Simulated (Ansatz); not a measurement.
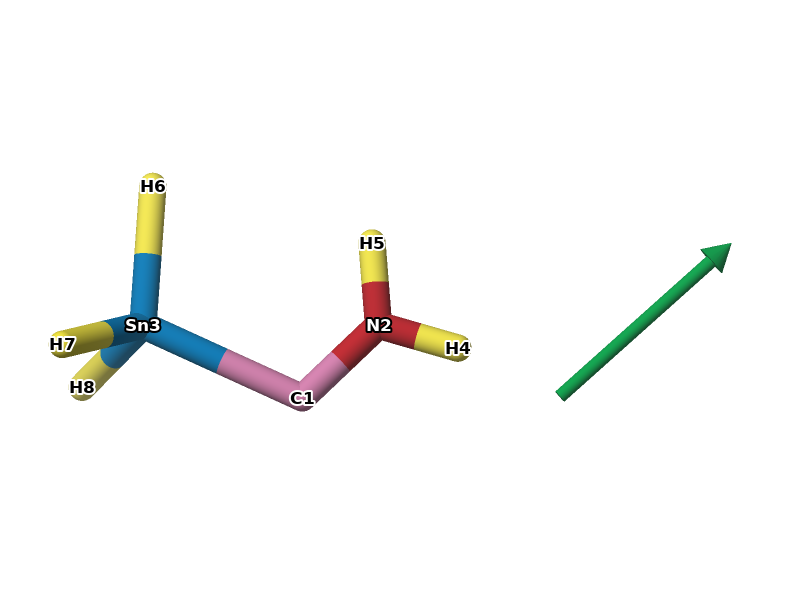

The arrow beside the molecule shows the direction of the dipole moment, from the negative to the positive end (its length means nothing). Computed geometry: PBE-D4/def2-SVP optimisation. No frequency run is at hand to confirm it as a minimum. Method: RKS PBE-D4/def2-SVP, core potentials on Sn (Ansatz 0.2.0).

**How large is the dipole moment?**

3.19 D; it points from the side of H7, H8 to the side of H4, H5 (the outermost atoms at the two ends).
